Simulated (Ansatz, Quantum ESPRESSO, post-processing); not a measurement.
# Conductance against width: vacuum gaps between two Na(100) faces, part 5 of 5

Aim: how the conductance falls as the barrier grows, for vacuum gaps between two Na(100) faces.

Quantum ESPRESSO 7.5; plane-wave DFT, LDA, GBRV ultrasoft pseudopotentials; cross-check by Ansatz 0.2.0 with PAW datasets.

So far. Step 12 (Transmission with pwcond.x, 8 Å): T goes from 0.0389 to 0.00948, a factor of 4.1. Step 13 (Cross-check with Ansatz, 8 Å): Ansatz finds T = 0.00935 against pwcond's 0.00948.

## 15. Transmission with pwcond.x, 9 Å

Level of this step: transmission by pwcond, lead and junction from one cell; plane-wave DFT, LDA, GBRV ultrasoft pseudopotentials (Quantum ESPRESSO).

j4.cond.in

```
&inputcond
  outdir = './out'
  prefixt = 'j4.scf'
  tran_file = 'j4.cond.dat'
  bdl = 1.0000000000
  bds = 9.6428571429
  ikind = 1
  ewind = 4.0
  epsproj = 1e-05
  nz1 = 7
  energy0 = 0.4
  denergy = -0.4
/
15
  0.00000000 0.00000000 0.01562500
  0.00000000 0.12500000 0.06250000
  0.00000000 0.25000000 0.06250000
  0.00000000 0.37500000 0.06250000
  0.00000000 0.50000000 0.03125000
  0.12500000 0.12500000 0.06250000
  0.12500000 0.25000000 0.12500000
  0.12500000 0.37500000 0.12500000
  0.12500000 0.50000000 0.06250000
  0.25000000 0.25000000 0.06250000
  0.25000000 0.37500000 0.12500000
  0.25000000 0.50000000 0.06250000
  0.37500000 0.37500000 0.06250000
  0.37500000 0.50000000 0.06250000
  0.50000000 0.50000000 0.01562500
3
```

The run is started by

```bash
> OMP_NUM_THREADS=1 mpirun -n 4 pwcond.x -in j4.cond.in > j4.cond.out
```

Numbers of over 12 decimals in the logs are rounded to 6 here.

What it wrote:

```text
[banner, memory and clock lines left out]
Program PWCOND v.7.5 starts
[citation notice left out]

[...]
./out/j4.scf.save/

     IMPORTANT: XC functional enforced from input :
     Exchange-correlation= PZ
                           (   1   1   0   0   0   0   0)
     Any further DFT definition will be discarded
     Please, verify this is what you really want

     Reading collected, re-writing distributed wavefunctions

===== INPUT FILE containing all the regions =====

     GEOMETRY:

     lattice parameter (alat)  =       7.9368  a.u.
[...]
Nchannels of the left tip =            0
 Right moving states:
   k1(2pi/a)   k2(2pi/a)   E-Ef (eV)
 Left moving states:
   k1(2pi/a)   k2(2pi/a)   E-Ef (eV)

 to transmit
          E-Ef(ev), T =    0.0000000   0.0000000
---  E-Ef =   -0.4000000  k =    0.5000000   0.5000000
---  ie =          3  ik =         15
 Nchannels of the left tip =            0
 Right moving states:
   k1(2pi/a)   k2(2pi/a)   E-Ef (eV)
 Left moving states:
   k1(2pi/a)   k2(2pi/a)   E-Ef (eV)

 to transmit
          E-Ef(ev), T =   -0.4000000   0.0000000
   T_tot     0.40000      0.11512E-01
   T_tot     0.00000      0.39936E-02
   T_tot    -0.40000      0.13313E-02

[...]
```

Run time: 2 min. Hardware: 4 MPI ranks of Arm Neoverse V2, shared host; peak memory 0.34 GiB.

Read from the output:

| Property | Result |
| --- | --- |
| transmission at the Fermi level, one spin | 0.001997 |
| conductance | 0.001997 G₀ |

Per spin; mean over the k mesh across the current. Table of transmission, zone mean by energy, zero at the Fermi level:

```csv
energy (eV),"transmission, zone mean"
-0.400,6.7e-4
0.000,0.00200
0.400,0.00576
```

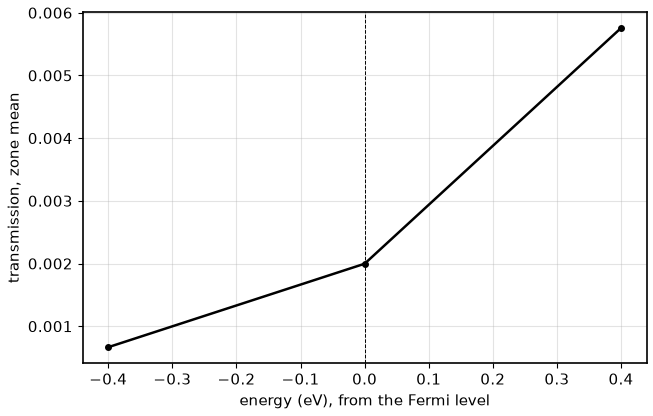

Transmission, zone mean against energy.

T goes from 0.00948 to 0.00200, a factor of 4.7.

## 16. The same in Ansatz, 9 Å

Level of this step: plane-wave DFT, LDA, Ansatz PAW (Ansatz 0.2.0).

input.yaml

```yaml
crystal:
  lattice:
    - [4.2, 0.0, 0.0]
    - [0.0, 4.2, 0.0]
    - [0.0, 0.0, 40.5]
  atoms:
    - { symbol: Na, position: [0.0, 0.0, 0.0] }
    - { symbol: Na, position: [0.5, 0.5, 0.0518518519] }
    - { symbol: Na, position: [0.0, 0.0, 0.1037037037] }
    - { symbol: Na, position: [0.5, 0.5, 0.1555555556] }
    - { symbol: Na, position: [0.0, 0.0, 0.2074074074] }
    - { symbol: Na, position: [0.5, 0.5, 0.2592592593] }
    - { symbol: Na, position: [0.0, 0.0, 0.3111111111] }
    - { symbol: Na, position: [0.5, 0.5, 0.362962963] }
    - { symbol: Na, position: [0.0, 0.0, 0.5851851852] }
    - { symbol: Na, position: [0.5, 0.5, 0.637037037] }
    - { symbol: Na, position: [0.0, 0.0, 0.6888888889] }
    - { symbol: Na, position: [0.5, 0.5, 0.7407407407] }
    - { symbol: Na, position: [0.0, 0.0, 0.7925925926] }
    - { symbol: Na, position: [0.5, 0.5, 0.8444444444] }
    - { symbol: Na, position: [0.0, 0.0, 0.8962962963] }
    - { symbol: Na, position: [0.5, 0.5, 0.9481481481] }
kpoints:
  mp_grid: { grid: [6, 6, 1] }
hamiltonian:
  xc: lda
scf:
  occupations: { method: fermi_dirac, width: 0.1 }
  convergence: { dr2_threshold: 1.0e-08 }
output:
  transmission: { leads: [[0, 2]], e_range: [-0.4, 0.4], de: 0.4, kmesh: [8, 8] }
  write_potential: true
  write_density: true
  volumetric_format: npy
```

The run is started by

```bash
> ansatz run input.yaml --threads 4 --pin off --max-ram 8192MiB --backend cpu --events-out ev --progress --plain --runs-dir out
```

What it wrote:

```text
[...]
Crystal: 16 atoms, lattice volume = 714.420 Å³
Basis set: ecut = 420 eV, 13803 PW (Γ)
Bands: 88, of which v1, the nominal top of the filled ones, is band 72 counted from 1 (71 counted from 0)
Symmetry: 16 space group operations
[...]
k-points: 10 of 36
[...]
k-point 9: bands = [... 68 lower, 1.8908, 1.8908, 2.0793, 2.0793, 2.0837, 2.0837, 2.1710, 2.1710, ... 12 higher]
--- Transmission ---
  basis      : 149 plane waves across, 54 finite elements along
  points     : 15, standing for a mesh of 8 x 8
[...]
channels       : 1.078125e0 a spin
[...]
slowest decay  : 0.1337 /Å at (0.5000, 0.3750)
  junction   : crystal 0 to crystal 0, -0.35 to 35.95 Å
    transmission   : 2.003785e-3 a spin
[...]
[key lines of the parts left out:]
SCF converged after 8 iterations
Free energy (F): -23465.155770 eV
Fermi energy:    0.859194 eV
```

The job ended after 43 s (4 threads; peak memory 1.7 GiB; 2.7 min of CPU time).

This step gave:

| Property | Result |
| --- | --- |
| free energy | -23465.1558 eV |
| energy at zero smearing | -23465.0255 eV |
| smearing term TS | 0.2606 eV |
| Fermi energy | 0.8592 eV |
| transmission at the Fermi level, one spin | 0.002004 |

Per spin; mean over the k mesh across the current. Table of transmission, zone mean by energy, zero at the Fermi level:

```csv
energy (eV),"transmission, zone mean"
-0.400,6.8e-4
0.000,0.00200
0.400,0.00578
```

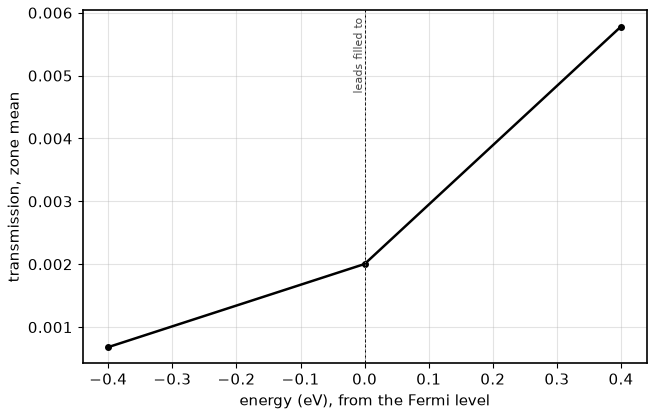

Transmission, zone mean, plotted against energy.

Ansatz finds T = 0.00200 against pwcond's 0.00200.

## 17. The series side by side

All levels:

```
level  T by pwcond  T by Ansatz  lead channels  CPU time (s)
  5 Å       0.3224       0.3195          1.078         785.8
  6 Å       0.1296       0.1271          1.078         810.5
  7 Å      0.03889      0.03841          1.078         880.5
  8 Å     0.009482      0.00935          1.078         927.4
  9 Å     0.001997     0.002004          1.078         900.8
```

## 18. By hand

For the narrowest barrier, the Landauer sum over the mesh, Σ w T = 0.1250 × 0.538 + 0.0625 × 0.744 + 0.0625 × 0.699 + … = 0.3224.

G = 0.322 × 77.48 µS = 25 µS a cell. Times the area of 17.640 Å², the resistance-area product is A/G = 7.06 fΩ m², the leads' contact resistance included.

Free electrons at 1 an atom (2 atoms in 74.1 Å³) have k_F = 0.928 1/Å and offer A k_F²/4π = 1.21 channels per spin; the lead has 1.08 on this mesh.

κ = ln(T₁/T₂)/(2Δd) = ln(0.009482/0.001997)/(2 × 1 Å) = 0.78 1/Å.

## 19. Summary of results

- conductance a cell at 5 Å: 0.322 G₀
- conductance a cell at 6 Å: 0.130 G₀
- conductance a cell at 7 Å: 0.0389 G₀
- conductance a cell at 8 Å: 0.00948 G₀
- conductance a cell at 9 Å: 0.00200 G₀
- fall of ln T per Å over the last interval: 1.56

What this shows: The conductance goes from 0.322 G₀ at 5 Å to 0.00200 G₀ at 9 Å (LDA, GBRV ultrasoft). Interval by interval ln T falls by 0.91, 1.20, 1.41 and 1.56 per Å. The last interval gives κ = 0.78 1/Å in T ∝ exp(−2κd), an apparent barrier of (κ/0.512)² = 2.3 eV. Ansatz follows the series within a factor of 1.02. Points with over 2.5 times the mean carry up to 65 % of T, so the means lean on few points, and the mesh was not tested. The geometries are as built, not relaxed, and the leads are short. Semilocal functionals lack the image potential in a vacuum gap.

[Logs are printed without paths, hosts, clocks, repeated set-up lines and the standing remarks that a program may print on its own settings, such as how far it seeks lower states.]

[Hosts, paths, dates, database ids (printed as entryN), source tags and the programs' standing remarks are cut or masked in the printed files.]

[Maps of the electrostatic potential energy from Ansatz leave out the sawtooth potential of an applied field or a dipole correction, so their vacuum need not be flat; planar profiles and work functions include it.]
